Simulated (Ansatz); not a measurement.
Single-point calculation of CH4ClFGeO

The run: single-point calculation of CH4ClFGeO. Method and program: RKS PBE0-D4/def2-TZVPP (Ansatz 0.2.0).

The geometry comes from this level: PBE0-D4/def2-TZVP.

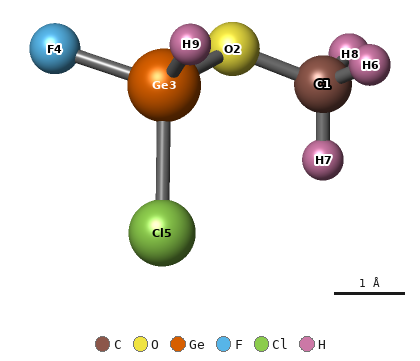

Figure 1. The structure as given in the input (ball-and-stick view, seen at a tilt; atoms are numbered from 1 in the order of the input). Sticks mark near contacts. Bond lengths as drawn: Cl–Ge 2.13 Å, C–H 1.09 to 1.10 Å, C–O 1.42 Å, F–Ge 1.72 Å, Ge–H 1.53 Å and Ge–O 1.75 Å.

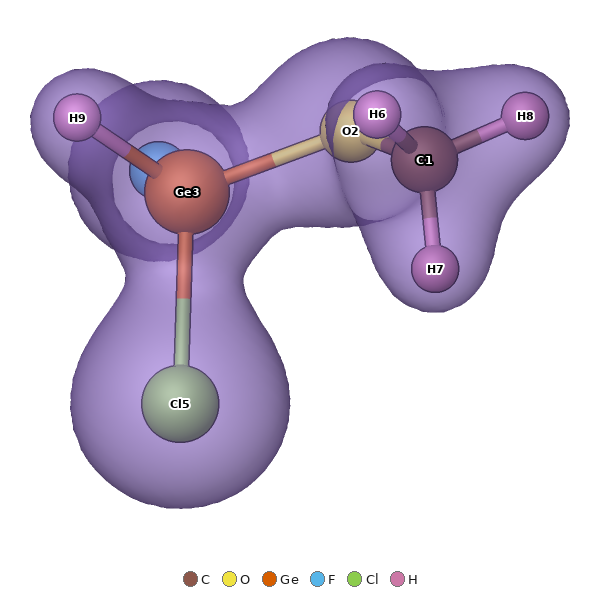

Figure 2. Isosurface of the total electron density at 0.4 e/Å³ (purple), seen at a tilt. At this value the surface is in one piece. On the grid the lowest density along these lines, outside the cores, is 1.7 e/Å³ (C–O, 1.42 Å), 1 e/Å³ (Ge–F, 1.72 Å), 1.1 e/Å³ (Ge–O, 1.75 Å) and 0.74 e/Å³ (Ge–Cl, 2.13 Å).

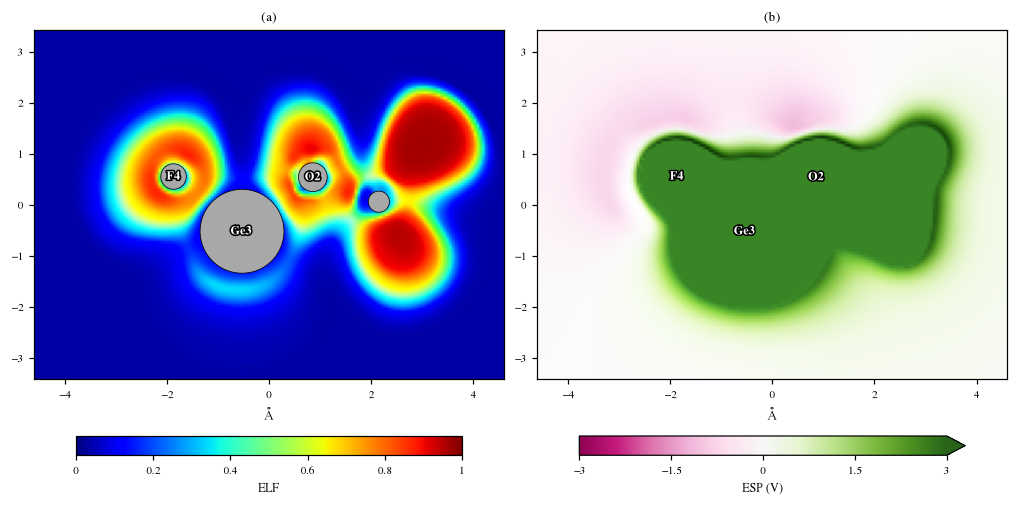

Figure 3. (a) electron localisation function; (b) molecular electrostatic potential on the plane of atoms O2, Ge3 and F4. Grey discs, where drawn, cover atomic cores. The plane passes through O, Ge and F nuclei. Ge–F (1.72 Å): the ELF peaks at about 0.80 in the valence shell of F, 0.5 Å from its nucleus, and is about 0.25 at the midpoint. Ge–O (1.75 Å): the ELF peaks at about 0.85 in the valence shell of O, 0.6 Å from its nucleus, and is about 0.35 at the midpoint.

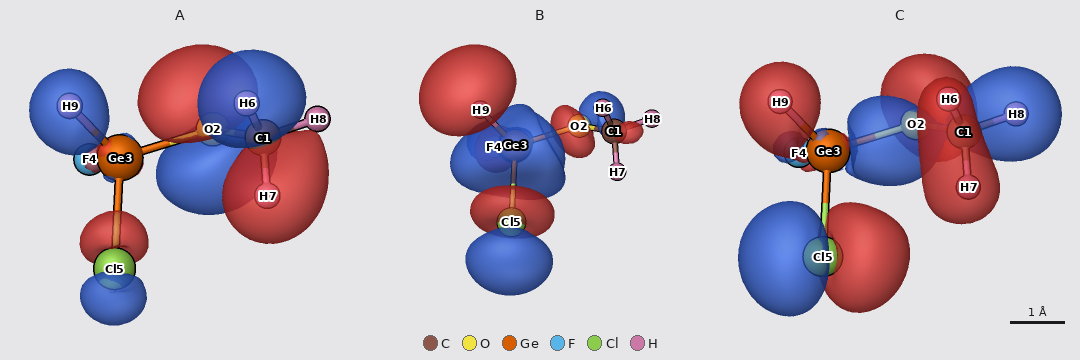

Figure 4. Three frontier orbitals at ±0.08 Å⁻³ᐟ² (red and blue are the two phases). C is the HOMO−1 (−9.23 eV). Its weight (Hirshfeld) is mainly on O2 (35 %), Cl5 (30 %), C1 (10 %) and Ge3 (10 %). A is the HOMO (−8.69 eV). B is the LUMO (−0.31 eV). It lies mainly on Ge3 (35 %), Cl5 (25 %), H9 (20 %) and O2 (10 %). The HOMO–LUMO gap is 8.38 eV between the orbital energies.

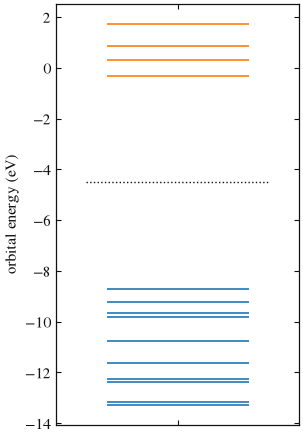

Figure 5. Orbital energies near the frontier; the dotted line parts filled from empty levels, and levels within 0.02 eV of each other stand side by side. Highest filled −8.69 eV, lowest empty −0.31 eV, 8.38 eV apart.

These pictures come from the run below.

The input
```yaml
crystal:
  periodic: [false, false, false]
  atoms:
    - {symbol: C, position_ang: [0.195947, 1.086507, 0.908809]}
    - {symbol: O, position_ang: [-0.331221, -0.219485, 0.770310]}
    - {symbol: Ge, position_ang: [-0.133761, -1.125836, -0.708046]}
    - {symbol: F, position_ang: [-1.270196, -2.404053, -0.565318]}
    - {symbol: Cl, position_ang: [-0.705156, 0.071165, -2.378199]}
    - {symbol: H, position_ang: [1.291067, 1.092688, 0.862348]}
    - {symbol: H, position_ang: [-0.194387, 1.764593, 0.143372]}
    - {symbol: H, position_ang: [-0.108828, 1.454493, 1.889325]}
    - {symbol: H, position_ang: [1.256534, -1.720071, -0.922601]}
basis:
  gaussian: {orbitals: def2-TZVPP}
hamiltonian: {xc: pbe0, dispersion: d4}
output: {orbitals: {seedname: orbitals}}
```

Command:
```bash
ansatz run in.yaml --threads 4 --pin off --events-out ev --progress --plain --max-ram 10444MiB
```

The program's output
```
Functional definition: PBE0
  name "PBE0"
  cite "Adamo & Barone, J. Chem. Phys. 110, 6158 (1999) doi:10.1063/1.478522"
  cite "Perdew, Burke & Ernzerhof, Phys. Rev. Lett. 77, 3865 (1996) doi:10.1103/PhysRevLett.77.3865"
  parent pbe
  parameter a = 0.25
  parameter kappa = 0.804
  parameter beta = 0.06672455060314922
  exchange = (1 - a)*pbe_x(kappa = kappa, mu = beta*pi^2/3) + a*exact_x
  correlation = pbe_c(beta = beta)
1449 factors; their error is unknown
mean field evaluation 1: about -74888.4157 eV, gradient 6.2e1 eV
mean field evaluation 2: about -74875.8404 eV, gradient 1.1e2 eV
mean field evaluation 4: about -74894.8539 eV, gradient 5.1e0 eV
mean field evaluation 8: about -74894.8955 eV, gradient 1.3e-1 eV
mean field evaluation 16: about -74895.2045 eV, gradient 3.9e-4 eV
mean field -74895.20445203 eV, -2752.3479978191 hartree, gradient 2.6e-5 eV, S^2 0.000000; 0 other end points of the search recorded, 0 dependent functions left out
reference -74895.20448150 eV, -2752.3479989022 hartree; 38, 38 occupied and 201, 201 virtual orbitals, 1449 factors
Total energy: -74895.37258378 eV, -2752.3541765469 hartree
```

Key numbers

- outcome: converged
- total energy: −74895.3726 eV
- mean-field energy: −74895.2045 eV
- dispersion energy: −0.1681 eV
- SCF solution under orbital rotations: stable
- HOMO: −8.69 eV
- LUMO: −0.31 eV
- hardware: 4 threads of Arm Neoverse V1, 23 GiB of memory available, shared host
- wall time: 4.5 s (CPU time 16 s)
- peak memory: 0.69 GiB
